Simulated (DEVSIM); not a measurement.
Structure: GaP/Si n-p heterojunction, at 300 K.

| layer (left to right) | material | thickness (μm) | Nd (cm⁻³) | Na (cm⁻³) | τn (s) | τp (s) |
|---|---|---|---|---|---|---|
| 1 | GaP | 1.10 | 4.8e16 | - | 1.4e-7 | 1.4e-7 |
| 2 | Si | 0.160 | - | 2.8e15 | 1.4e-7 | 1.4e-7 |

Left contact: ohmic. Right contact: ohmic. Voltage is applied to the left contact. Recombination: SRH at mid-gap, radiative, Auger. Mobility is μmin + (μ − μmin)/(1 + (N/Nref)^α).

Constants are typed, rounded textbook-type inputs, not results; the design itself was drawn at random and stands for no fabricated device. Values at 300 K.

| parameter | GaP | Si |
|---|---|---|
| gap (eV) | 2.26 | 1.124 |
| affinity (eV) | 3.8 | 4.05 |
| permittivity | 11.1 | 11.7 |
| Nc (cm⁻³) | 1.8e19 | 2.86e19 |
| Nv (cm⁻³) | 1.9e19 | 3.1e19 |
| μn (cm²/Vs) | 250 | 1417 |
| μp (cm²/Vs) | 150 | 470 |
| μn,min | 10 | 52 |
| μp,min | 10 | 45 |
| Nref,n | 4.4e18 | 9.7e16 |
| Nref,p | 1e18 | 2.2e17 |
| αn | 0.8 | 0.68 |
| αp | 0.85 | 0.72 |
| B (cm³/s) | 1e-13 | 4.7e-15 |
| Cn (cm⁶/s) | 1e-30 | 2.8e-31 |
| Cp (cm⁶/s) | 1e-30 | 9.9e-32 |

DEVSIM, 1D drift-diffusion, Boltzmann statistics, complete ionisation; no tunnelling, impact ionisation, image-force lowering or self-heating. Band offsets follow the typed affinities; no thermionic-emission limit at abrupt steps, no polarisation charge.

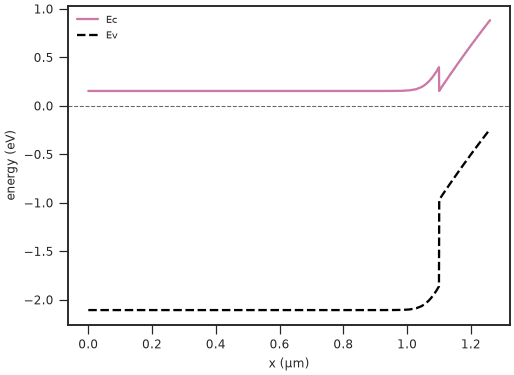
*Band edges at zero bias*

Energies count from the Fermi level of the right contact; mesh points crowd at the junctions.

| x (μm) | Ec (eV) | Ev (eV) | n (cm⁻³) | p (cm⁻³) | field (V/cm) |
|---|---|---|---|---|---|
| 0.000 | 0.153 | -2.107 | 4.8e16 | < 1e2 | ≈ 0 |
| 0.004792 | 0.153 | -2.107 | 4.8e16 | < 1e2 | ≈ 0 |
| 0.01357 | 0.153 | -2.107 | 4.8e16 | < 1e2 | ≈ 0 |
| 0.03178 | 0.153 | -2.107 | 4.8e16 | < 1e2 | ≈ 0 |
| 0.08434 | 0.153 | -2.107 | 4.8e16 | < 1e2 | ≈ 0 |
| 0.1726 | 0.153 | -2.107 | 4.8e16 | < 1e2 | ≈ 0 |
| 0.3481 | 0.153 | -2.107 | 4.8e16 | < 1e2 | ≈ 0 |
| 0.7346 | 0.153 | -2.107 | 4.8e16 | < 1e2 | ≈ 0 |
| 0.9187 | 0.153 | -2.107 | 4.8e16 | < 1e2 | 28 |
| 1.007 | 0.160 | -2.100 | 3.8e16 | < 1e2 | 3300 |
| 1.056 | 0.216 | -2.044 | 4.2e15 | < 1e2 | 25000 |
| 1.085 | 0.319 | -1.941 | 7.8e13 | < 1e2 | 47000 |
| 1.095 | 0.370 | -1.890 | 1.1e13 | < 1e2 | 55000 |
| 1.100 | 0.398 | -1.861 | 3.6e12 | < 1e2 | 59000 |
| 1.106 | 0.181 | -0.943 | 2.6e16 | 4500 | 51000 |
| 1.116 | 0.231 | -0.893 | 3.7e15 | 31000 | 49000 |
| 1.134 | 0.317 | -0.807 | 1.3e14 | 870000 | 48000 |
| 1.170 | 0.485 | -0.639 | 2.0e11 | 5.7e8 | 46000 |
| 1.222 | 0.722 | -0.402 | 2.2e7 | 5.4e12 | 44000 |
| 1.243 | 0.810 | -0.314 | 700000 | 1.7e14 | 43000 |
| 1.254 | 0.856 | -0.268 | 120000 | 9.7e14 | 43000 |
| 1.260 | 0.883 | -0.241 | 42000 | 2.8e15 | 42000 |
